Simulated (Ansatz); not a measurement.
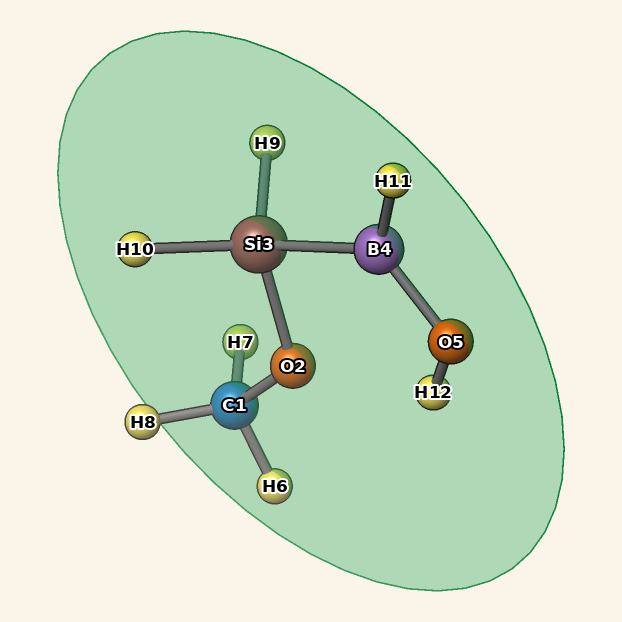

A disc through the centre of mass is drawn in. Atoms fade into the background with distance from the viewer. The geometry was computed by an optimisation with PBE0-D4/def2-TZVP. No frequency run is at hand to confirm it as a minimum.

Q: Is the plane of the disc a mirror plane of the structure?

A: Yes. The reflection leaves C1, O2, Si3, B4, O5, H6, H11, H12 in place and moves H7 ↔ H8; H9 ↔ H10. The point group is Cs.
